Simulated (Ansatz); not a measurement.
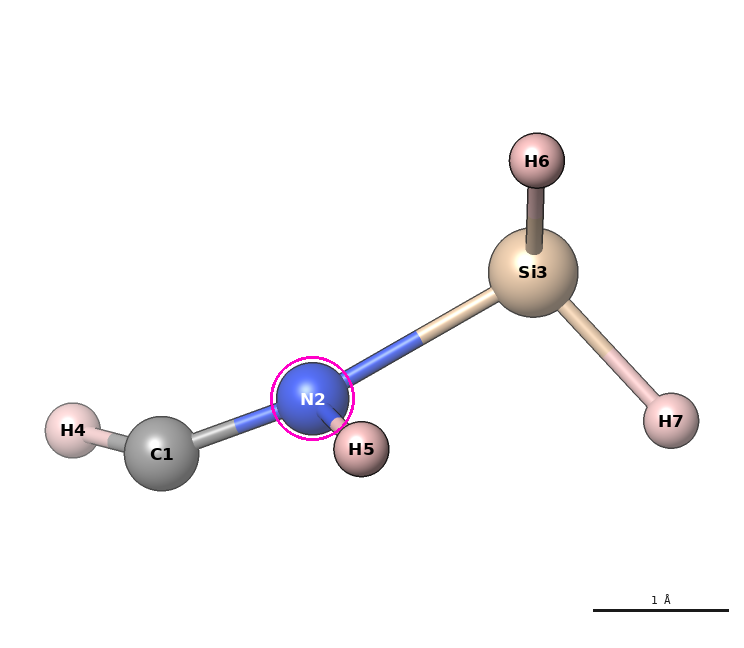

Orthographic view. Distant atoms are faded towards the background colour. State: charge +1, singlet. The computed structure is the end point of a PBE-D4/def2-SVP optimisation. No frequency run is at hand to confirm it as a minimum.

### Which atoms are bonded to the circled atom?

The circled atom is N2; it is bonded to C1, Si3, H5.

### Of N2 and H5, which is nearer the viewer?

H5; the bond to N2 points away from the viewer, so it looks shorter than its 1.08 Å.

### Which atom is farthest from the viewer?

H4, 1.2 Å behind the mean position.
